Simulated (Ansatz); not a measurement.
**Thickness series in hypothetical CdI2 type CeO2**

The parent structure is CeO$_{2}$ in the CdI2 type structure (space group P-3m1, No. 164; a = 3.602 Å, c = 4.523 Å; a hypothetical phase, not in the database extracts checked).

Free-standing slabs (3 atom(s) a layer) normal to the stacking axis with 15 Å of vacuum; in-plane cell relaxed.

Levels (all Ansatz, a quantum-chemistry and plane-wave program, PAW, earlier PAW set): PBE-D3(BJ) (420 eV, spin-orbit coupling left out); r2SCAN+rVV10 (500 eV, spin-orbit coupling left out).

The base cell above is that of PBE-D3(BJ); each level relaxes its own structures.

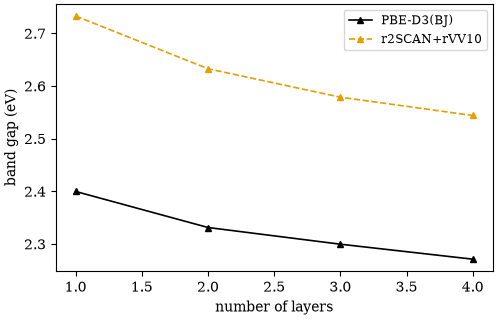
Fig. 1. Band gap under two levels

Task: How do the two levels compare along the series?

Result: PBE-D3(BJ) lies below r2SCAN+rVV10 in every row, by 0.27 eV to 0.33 eV. They put the cases in the same order.

Whether these cells are dynamically stable was not tested. Seeded moments were not kept for the base. The final runs are not spin-polarised.
